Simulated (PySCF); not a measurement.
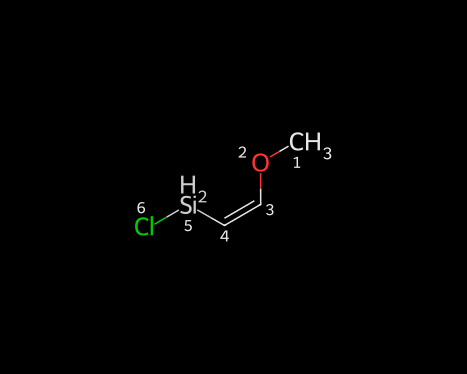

Skeletal drawing with numbered atoms; wedges and dashes mark any stereocentres. The configuration is that of a computed structure (PBE0-D3(BJ)/def2-SVP).

Assign CIP descriptors.

C3=C4: Z.
